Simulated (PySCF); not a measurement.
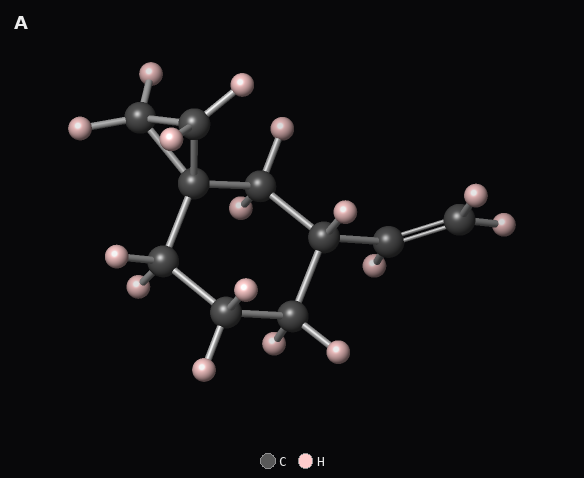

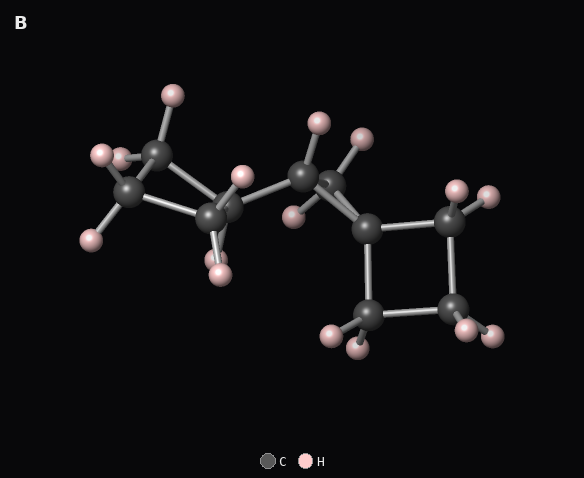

2 stationary structures of one formula. Geometries: PBE0-D3(BJ)/def2-SVP. Electronic energies: PBE0-D3(BJ)/def2-SVP (PySCF 2.14.0), without zero-point energy. No frequency run is at hand to confirm each as a minimum. Each is one conformer, not always the lowest.

### Which is lowest in energy, and by how much?

A is lowest; B lies 24.9 kcal/mol above it. A is `C=C[C@@H]1CCCC2(CC2)C1`, B is `C1CC([C@@H]2CC23CCC3)C1`.
